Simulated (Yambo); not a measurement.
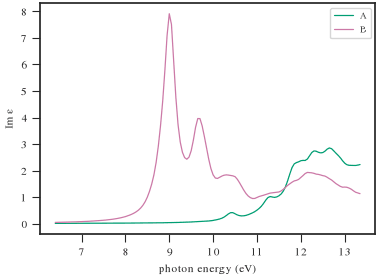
Figure: Two computed absorption spectra of SiO$_{2}$ (space group P2_1, No. 4) (Yambo, PBEsol bands with the same scissor, field along x)

Axes are Cartesian, with cell vectors (Å) (4.93, 0.00, 0.00), (0.00, 8.18, 0.00), (-2.38, 0.00, 4.40).

Q: Which curve includes the electron-hole attraction (BSE)?

A: Curve B: the attraction moves weight to lower energy (centre of the plotted range 10.3 eV against 12.2 eV). Settings: 4×2×4 mesh, 20 valence and 14 conduction bands, static screening with 98 bands and a 3 Ry block, scissor 2.87 eV, Tamm-Dancoff. The scissor comes from a G0W0 run whose convergence isn't established. Broadening 0.15 eV. The band window holds all transitions up to 14.4 eV. On this mesh the peak heights and the fine structure are mesh artefacts; only the shift of weight is robust.

Geometry of the Materials Project entry, not relaxed at this level; primitive cell a = 4.9308 Å, b = 8.1797 Å, c = 5.0051 Å, α = γ = 90.00°, β = 118.37°.

This is not the ordinary phase of the substance; no match was found in the copy of COD used, and its stability was not checked.
